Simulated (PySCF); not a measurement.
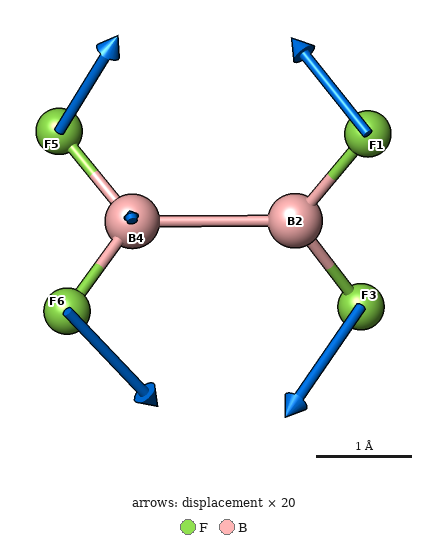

A relaxation of B2F4. The starting structure is drawn; blue arrows show the displacements, magnified 20 times. The two geometries are superimposed by the best rigid fit.

Style: ball-and-stick. Shown face on.

The start comes from GFN2-xTB.

Level of theory: PySCF 2.14.0, density-fitted response routines, PBE0-D3(BJ)/def2-SVP geometry optimisation, gas phase. 

Question: Which element moves most?

Answer: Fluorine: up to 0.080 Å, against 0.007 Å for boron.

Question: Describe the change and its energy.

Answer: The energy falls by 1.31 kcal/mol in 8 geometry steps. Largest force component: 0.66 eV/Å at the start, 0.012 eV/Å at the end. The largest moves after the best rigid fit, 0.080 Å, are those of F3 and F6. Largest moves by element: F 0.080 Å, B 0.007 Å. Some distances before and after: B2–B4 1.718 → 1.722 Å. Bond angles that change, for instance: F1–B2–F3 112.4° → 117.0°, F5–B4–F6 112.5° → 116.8°, F3–B2–B4 124.1° → 121.7°. The run took roughly 17 core-seconds on a shared host.
